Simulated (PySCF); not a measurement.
# C$_{4}$H$_{13}$ClOSi$_{2}$: what the fields show

```yaml
atoms:
  - { symbol: C, position_ang: [-1.4422, -1.9766, 0.7386] }
  - { symbol: C, position_ang: [-1.7542, -0.5656, 0.2497] }
  - { symbol: Si, position_ang: [-0.2929, 0.2474, -0.6903] }
  - { symbol: Cl, position_ang: [-0.1140, -0.6936, -2.4716] }
  - { symbol: O, position_ang: [-0.7268, 1.7297, -1.2245] }
  - { symbol: C, position_ang: [-0.9513, 2.8901, -0.4842] }
  - { symbol: Si, position_ang: [1.6567, 0.3058, 0.5627] }
  - { symbol: C, position_ang: [2.7307, -1.2256, 0.2424] }
  - { symbol: H, position_ang: [-0.6064, -1.9648, 1.4356] }
  - { symbol: H, position_ang: [-1.1782, -2.6174, -0.0992] }
  - { symbol: H, position_ang: [-2.3026, -2.4111, 1.2441] }
  - { symbol: H, position_ang: [-2.6343, -0.6025, -0.3980] }
  - { symbol: H, position_ang: [-2.0302, 0.0509, 1.1089] }
  - { symbol: H, position_ang: [-1.1753, 3.6948, -1.1844] }
  - { symbol: H, position_ang: [-1.7957, 2.7590, 0.1958] }
  - { symbol: H, position_ang: [-0.0661, 3.1522, 0.1006] }
  - { symbol: H, position_ang: [1.3466, 0.3699, 2.0047] }
  - { symbol: H, position_ang: [2.4719, 1.5072, 0.3051] }
  - { symbol: H, position_ang: [2.1918, -2.1410, 0.4711] }
  - { symbol: H, position_ang: [3.0314, -1.2791, -0.8003] }
  - { symbol: H, position_ang: [3.6323, -1.2129, 0.8473] }
```

Geometry: GFN2-xTB.

All numbers below come from PySCF, PBE0/pcSseg-1, SCF density, gas phase, non-relativistic.

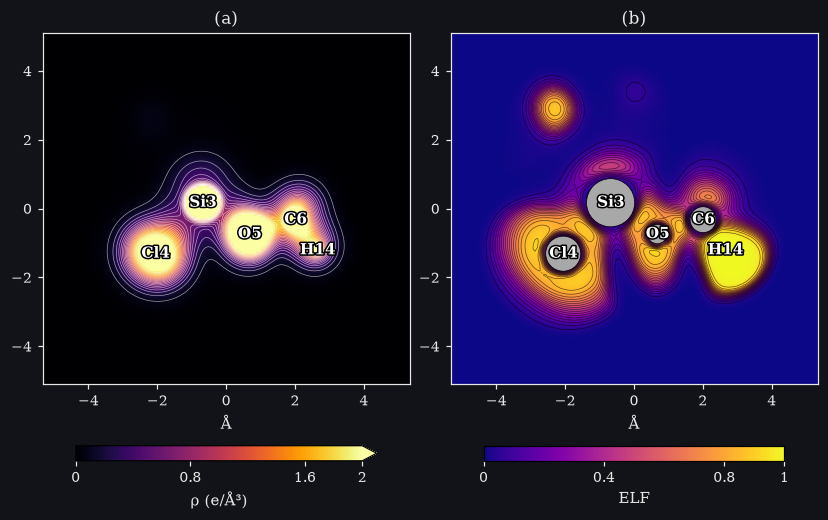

Figure 1. (a) total electron density; (b) electron localisation function on the plane of atoms O5, C6 and H14. Grey discs cover the atomic cores in the ELF map.

Q: Describe what can be read from this map.

A: The section cuts through Si, Cl, O, C and H sites.
C–O (1.39 Å): ρ is about 2.1 e/Å³ halfway, with its minimum of 1.8 e/Å³ about 0.5 Å from C; the ELF peaks at about 0.90 between the atoms: a shared but strongly polarised pair.
Si–O (1.63 Å): ρ is about 1.1 e/Å³ halfway; the ELF peaks at about 0.85 between the atoms; a polar covalent bond.
Si–Cl (2.02 Å): ρ is about 0.96 e/Å³ halfway; the ELF peaks at about 0.90 between the atoms, as expected for a polar covalent bond.
C–H (1.09 Å): ρ is about 2 e/Å³ halfway; the ELF climbs to about 1 towards the hydrogen, as it does in any bond to H: an ordinary covalent bond to hydrogen.
The ELF also peaks beside Cl4 and O5, away from the bonds: lone-pair regions.

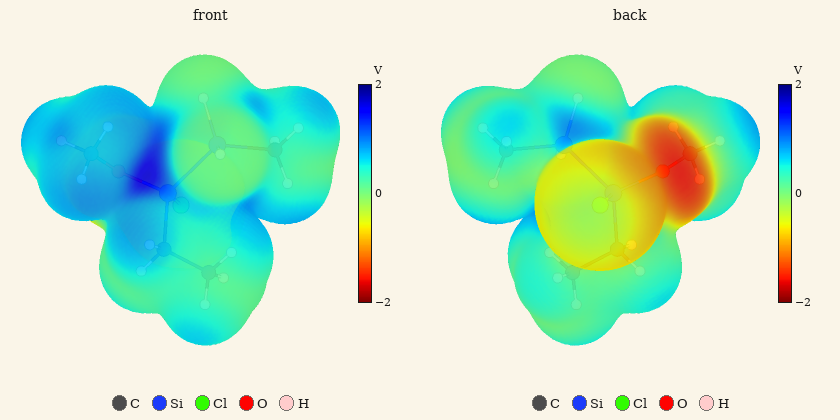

Figure 2. The molecular electrostatic potential painted on the density surface at 0.002 e/bohr³, seen from the front and from behind; red is negative and blue positive.

Q: Where is the surface potential most negative and most positive?

A: The most negative region (about −1.5 V, or −35 kcal/mol for a unit charge) lies over O5, the most positive (about +1.4 V, or +32 kcal/mol for a unit charge) over Si3 and Si7. O5 is the likeliest acceptor of a hydrogen bond.

Q: What dipole moment does the calculation give?

A: Its dipole moment is 2.46 D.
